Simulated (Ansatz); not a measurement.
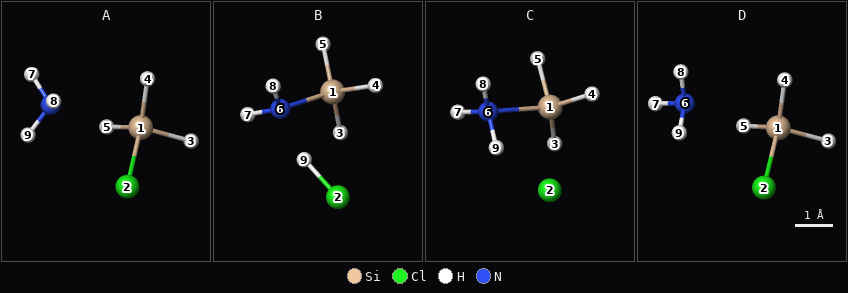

4 geometries from a converged minimum-energy path of SiNH₆Cl, made up at the start of SiH3Cl and NH₃, shuffled. Style: ball-and-stick. Shown at a tilt.

Computed with RKS PBE-D4/def2-SVP in Ansatz. Set-up: 5 movable images; climbing image; force threshold 0.05 eV/Å; iteration limit 60; starting path through a guess of the saddle point.

Which frame is the top of the path?

C. In order along the path, whose images run from 0 to 6: A (image 0, 0.0 kcal/mol), D (image 1, +0.3 kcal/mol), C (image 3, +13.7 kcal/mol), B (image 5, +7.6 kcal/mol). Breaking: N6–H9 (1.03 → 1.11 at the top → 1.70 Å), Si1–Cl2 (2.11 → 2.70 at the top → 3.72 Å). Forming: Cl2–H9 (3.06 → 1.85 at the top → 1.36 Å), Si1–N6 (2.70 → 1.91 at the top → 1.78 Å).

Limits of the set-up: the start holds two separate molecules, 2.7 Å apart at their closest, whose relative position is a soft coordinate.

The run took 3.4 min on 1 thread of Arm Neoverse V2, on a shared host, peak memory 0.11 GiB.
